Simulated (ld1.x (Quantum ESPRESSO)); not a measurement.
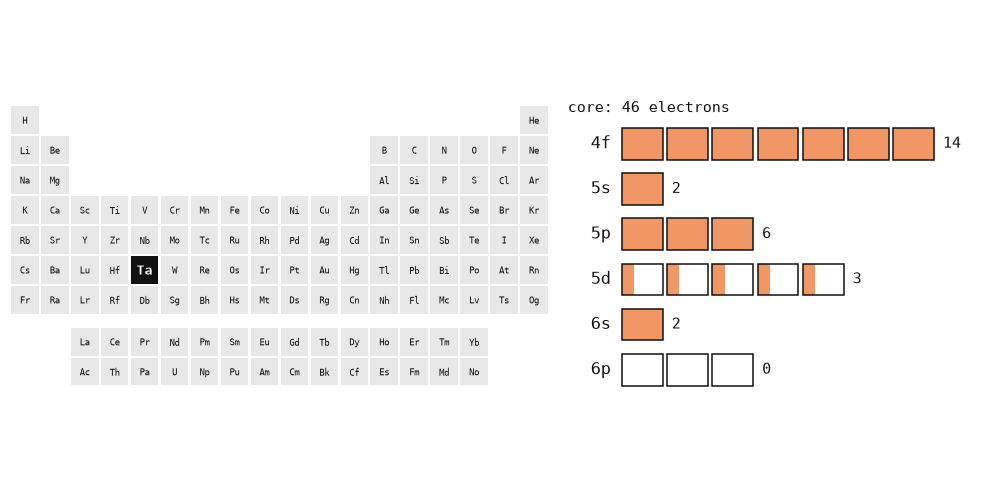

Left, the place of tantalum in the periodic table; right, the valence shells of the reference configuration: a box for each of the 2l + 1 orbitals, shaded by the share of the shell that is filled, with the electron count at the right. The shells are those of the unaltered input.

## Pseudopotential generation for Ta

Tantalum (Ta, Z = 73), core [Kr] 4d10, reference valence 4f14 5s2 5p6 5d3 6s2 6p0, valence charge 27. (This line and the method describe the unaltered input from which the odd one was made.) Computed at this level: RRKJ potential, BLYP, scalar-relativistic, made with ld1.x (Quantum ESPRESSO) 7.5.

## The input
```
 &input
   title='Ta', zed=73., rel=1, dft='BLYP', iswitch=3, beta=0.95,
   config='[Xe] 4f14 5d3 6s2 6p0',
   nld=4, rlderiv=2.40, eminld=-7.0, emaxld=5.0, deld=0.02
 /
 &inputp
   pseudotype=2, tm=.false., lloc=2,
   nlcc=.true., new_core_ps=.true., rcore=0.60,
   file_pseudopw='Ta.UPF', file_wfcaegen='ae.wfc', file_wfcncgen='nc.wfc', file_beta='beta', file_chi='chi'
 /
4
5S  1  0   2.00   0.00  1.75  1.75  0.0
5P  2  1   6.00   0.00  2.20  2.20  0.0
4F  4  3  14.00   0.00  0.65  0.65  0.0
5D  3  2   3.00   0.00  2.10  2.10  0.0
 &test
   configts(1)='4f14 5s2 5p6 5d3 6s2 6p0'
 /
```

Command:
```bash
ld1.x < Ta.in > Ta.out
```

## Output
```
     Program LD1 v.7.5
     --------------------------- All-electron run ----------------------------

     Ta
     scalar relativistic calculation

     atomic number is 73.00
     dft =BLYP   lsd =0 sic =0 latt =0  beta=0.95 tr2=1.0E-14
     Exchange-correlation= BLYP
                           (   1   3   1   3   0   0   0)
     mesh =1273 r(mesh) = 100.43799 a.u. xmin = -7.00 dx = 0.01250
     1 Ry =  13.60569312 eV, c = 137.03599908

     n l     nl                  e(Ry)          e(Ha)          e(eV)
     1 0     1S 1( 2.00)     -4952.2661     -2476.1331    -67379.0130
     2 0     2S 1( 2.00)      -850.8407      -425.4203    -11576.2774
     2 1     2P 1( 6.00)      -745.5878      -372.7939    -10144.2382
     3 0     3S 1( 2.00)      -194.8856       -97.4428     -2651.5541
     3 1     3P 1( 6.00)      -163.5884       -81.7942     -2225.7331
     4 0     4S 1( 2.00)       -39.7053       -19.8527      -540.2186
     4 1     4P 1( 6.00)       -29.4402       -14.7201      -400.5537
     3 2     3D 1(10.00)      -127.0834       -63.5417     -1729.0582
     5 0     5S 1( 2.00)        -5.3522        -2.6761       -72.8202
     5 1     5P 1( 6.00)        -2.8815        -1.4407       -39.2044
     4 2     4D 1(10.00)       -16.3080        -8.1540      -221.8810
     4 3     4F 1(14.00)        -1.7974        -0.8987       -24.4555
     5 2     5D 1( 3.00)        -0.2537        -0.1268        -3.4516
     6 0     6S 1( 2.00)        -0.3907        -0.1953        -5.3155
     6 1     6P 1( 0.00)        -0.0956        -0.0478        -1.3008

     final scf error:  4.3E-18 reached in  24 iterations

     Etot =  -31210.999283 Ry,  -15605.499642 Ha, -424647.278313 eV

     Ekin =   34299.645541 Ry,   17149.822770 Ha,  466670.451455 eV
     Encl =  -77086.753351 Ry,  -38543.376675 Ha,-1048818.709941 eV
     Eh   =   12208.126042 Ry,    6104.063021 Ha,  166100.016528 eV
     Exc  =    -632.017515 Ry,    -316.008757 Ha,   -8599.036354 eV

     normalization and overlap integrals

     s(1S/1S) =  1.000000  <r> =   0.0187  <r2> =    0.0005  r(max) =   0.0116
     s(2S/2S) =  1.000000  <r> =   0.0789  <r2> =    0.0074  r(max) =   0.0670
     s(2P/2P) =  1.000000  <r> =   0.0706  <r2> =    0.0061  r(max) =   0.0549
     s(3S/3S) =  1.000000  <r> =   0.2048  <r2> =    0.0479  r(max) =   0.1891
     s(3P/3P) =  1.000000  <r> =   0.2049  <r2> =    0.0487  r(max) =   0.1868
     s(4S/4S) =  1.000000  <r> =   0.4587  <r2> =    0.2376  r(max) =   0.4262
     s(4P/4P) =  1.000000  <r> =   0.4877  <r2> =    0.2706  r(max) =   0.4480
     s(3D/3D) =  1.000000  <r> =   0.1856  <r2> =    0.0404  r(max) =   0.1510
     s(5S/5S) =  1.000000  <r> =   1.0999  <r2> =    1.3607  r(max) =   0.9847
     s(5P/5P) =  1.000000  <r> =   1.2947  <r2> =    1.9054  r(max) =   1.1298
     s(4D/4D) =  1.000000  <r> =   0.5231  <r2> =    0.3174  r(max) =   0.4593
     s(4F/4F) =  1.000000  <r> =   0.6397  <r2> =    0.5216  r(max) =   0.4424
     s(5D/5D) =  1.000000  <r> =   2.2629  <r2> =    6.3612  r(max) =   1.5833
     s(6S/6S) =  1.000000  <r> =   3.3055  <r2> =   12.5057  r(max) =   2.7443
     s(6P/6P) =  1.000000  <r> =   5.0823  <r2> =   30.4716  r(max) =   3.9434

     ------------------------ End of All-electron run ------------------------

     --------------------- Generating NC pseudopotential ---------------------

      Generating local pot.: lloc=2, matching radius rcloc =   2.1000

      Computing core charge for nlcc:

       r > 0.60 : true rho core
      Core charge pseudized with two Bessel functions
      Integrated core pseudo-charge :  29.39

      Wfc   5S  rcut= 1.750  Estimated cut-off energy=       44.10 Ry
      This function has    0 nodes for 0 < r <    1.750

      Wfc   5P  rcut= 2.191  Estimated cut-off energy=       38.64 Ry
      This function has    0 nodes for 0 < r <    2.191

      Wfc   4F  rcut= 0.644  Estimated cut-off energy=      710.40 Ry
      This function has    0 nodes for 0 < r <    0.644

     ------------------- End of pseudopotential generation -------------------

     --------------------------- All-electron run ----------------------------

     Ta
     scalar relativistic calculation

     atomic number is 73.00
     dft =BLYP   lsd =0 sic =0 latt =0  beta=0.95 tr2=1.0E-14
     Exchange-correlation= BLYP
                           (   1   3   1   3   0   0   0)
     mesh =1273 r(mesh) = 100.43799 a.u. xmin = -7.00 dx = 0.01250
     1 Ry =  13.60569312 eV, c = 137.03599908

     n l     nl                  e(Ry)          e(Ha)          e(eV)
     1 0     1S 1( 2.00)     -4952.2661     -2476.1331    -67379.0130
     2 0     2S 1( 2.00)      -850.8407      -425.4203    -11576.2774
     2 1     2P 1( 6.00)      -745.5878      -372.7939    -10144.2382
     3 0     3S 1( 2.00)      -194.8856       -97.4428     -2651.5541
     3 1     3P 1( 6.00)      -163.5884       -81.7942     -2225.7331
     4 0     4S 1( 2.00)       -39.7053       -19.8527      -540.2186
     4 1     4P 1( 6.00)       -29.4402       -14.7201      -400.5537
     3 2     3D 1(10.00)      -127.0834       -63.5417     -1729.0582
     5 0     5S 1( 2.00)        -5.3522        -2.6761       -72.8202
     5 1     5P 1( 6.00)        -2.8815        -1.4407       -39.2044
     4 2     4D 1(10.00)       -16.3080        -8.1540      -221.8810
     4 3     4F 1(14.00)        -1.7974        -0.8987       -24.4555
     5 2     5D 1( 3.00)        -0.2537        -0.1268        -3.4516
     6 0     6S 1( 2.00)        -0.3907        -0.1953        -5.3155
     6 1     6P 1( 0.00)        -0.0956        -0.0478        -1.3008

     final scf error:  4.3E-18 reached in  24 iterations

     Etot =  -31210.999283 Ry,  -15605.499642 Ha, -424647.278313 eV

     Ekin =   34299.645541 Ry,   17149.822770 Ha,  466670.451455 eV
     Encl =  -77086.753351 Ry,  -38543.376675 Ha,-1048818.709941 eV
     Eh   =   12208.126042 Ry,    6104.063021 Ha,  166100.016528 eV
     Exc  =    -632.017515 Ry,    -316.008757 Ha,   -8599.036354 eV

     normalization and overlap integrals

     s(1S/1S) =  1.000000  <r> =   0.0187  <r2> =    0.0005  r(max) =   0.0116
     s(2S/2S) =  1.000000  <r> =   0.0789  <r2> =    0.0074  r(max) =   0.0670
     s(2P/2P) =  1.000000  <r> =   0.0706  <r2> =    0.0061  r(max) =   0.0549
     s(3S/3S) =  1.000000  <r> =   0.2048  <r2> =    0.0479  r(max) =   0.1891
     s(3P/3P) =  1.000000  <r> =   0.2049  <r2> =    0.0487  r(max) =   0.1868
     s(4S/4S) =  1.000000  <r> =   0.4587  <r2> =    0.2376  r(max) =   0.4262
     s(4P/4P) =  1.000000  <r> =   0.4877  <r2> =    0.2706  r(max) =   0.4480
     s(3D/3D) =  1.000000  <r> =   0.1856  <r2> =    0.0404  r(max) =   0.1510
     s(5S/5S) =  1.000000  <r> =   1.0999  <r2> =    1.3607  r(max) =   0.9847
     s(5P/5P) =  1.000000  <r> =   1.2947  <r2> =    1.9054  r(max) =   1.1298
     s(4D/4D) =  1.000000  <r> =   0.5231  <r2> =    0.3174  r(max) =   0.4593
     s(4F/4F) =  1.000000  <r> =   0.6397  <r2> =    0.5216  r(max) =   0.4424
     s(5D/5D) =  1.000000  <r> =   2.2629  <r2> =    6.3612  r(max) =   1.5833
     s(6S/6S) =  1.000000  <r> =   3.3055  <r2> =   12.5057  r(max) =   2.7443
     s(6P/6P) =  1.000000  <r> =   5.0823  <r2> =   30.4716  r(max) =   3.9434

     ------------------------ End of All-electron run ------------------------

     Computing logarithmic derivative in   2.40683

       Warning: n=4, l=3 expected 0 nodes, found 1
       Setting wfc to zero for this iteration
       (This warning will only be printed once per wavefunction)

     Computing logarithmic derivative in   2.40683
     Computing the partial wave expansion
     R is outside the sphere for l=    0 j= 0.00
     R is outside the sphere for l=    1 j= 0.00
       no projector for channel:   2
     R is outside the sphere for l=    3 j= 0.00

     ---------------------- Testing the pseudopotential ----------------------

     Ta
     scalar relativistic calculation

     atomic number is 73.00   valence charge is 27.00
     dft =BLYP   lsd =0 sic =0 latt =0  beta=0.95 tr2=1.0E-14
     mesh =1273 r(mesh) = 100.43799 xmin = -7.00 dx = 0.01250

     n l     nl             e AE (Ry)        e PS (Ry)    De AE-PS (Ry)
     4 3     4F   1(14.00)       -1.79745       -1.79745        0.00000
     1 0     5S   1( 2.00)       -5.35219       -5.35219       -0.00000
     2 1     5P   1( 6.00)       -2.88147       -2.88147       -0.00000
     3 2     5D   1( 3.00)       -0.25369       -0.25369       -0.00000
     2 0     6S   1( 2.00)       -0.39069       -0.36053       -0.03015  !
     3 1     6P   1( 0.00)       -0.09561       -0.07725       -0.01836  !

     eps = 2.4E-16  iter =  9

     Etot =  -31210.999283 Ry,  -15605.499642 Ha, -424647.278313 eV
     Etotps =  -805.739055 Ry,    -402.869528 Ha,  -10962.638320 eV

     Ekin =     868.462626 Ry,     434.231313 Ha,   11816.035982 eV
     Encl =   -1378.990213 Ry,    -689.495107 Ha,  -18762.117661 eV
     Ehrt =     633.461444 Ry,     316.730722 Ha,    8618.682011 eV
     Ecxc =    -209.121997 Ry,    -104.560998 Ha,   -2845.249715 eV
     (Ecc =    -126.178884 Ry,     -63.089442 Ha,   -1716.751169 eV)
     Epseu=    -719.550915 Ry,    -359.775458 Ha,   -9789.988937 eV

     ---------------------- End of pseudopotential test ----------------------
```

## What the run reported

- outcome: generated; the pseudo-atom misses its reference levels by up to 0.41 eV (6s, which has no pseudo-wave of its own); ld1.x warns of wrong node counts
- reference test: the pseudo-atom misses its own reference levels by up to 0.41 eV
- hardware: 1 CPU thread, shared host
- wall time: 0.81 s

## What is odd here

The input is odd on purpose: mixing beta=0.95. The program ran to the end. The all-electron atom is untouched: its total energy equals that from the unaltered input (−31210.9993 Ry). The pseudo-atom's energy and levels in the reference configuration are also those from the unaltered input, so the oddity leaves no trace there. The pseudo-atom misses the all-electron 6s level by 0.030 Ry, much as with the unaltered input. No test for ghost states or cutoffs was run on this potential, so its soundness isn't shown. ld1.x warns that it found 1 node in place of 0 for 4f. It picks states by counting nodes, so it can end on another state than the one meant. The reference test prints no difference at all for 4f, which can mean that ld1.x kept the all-electron value without solving for the state.
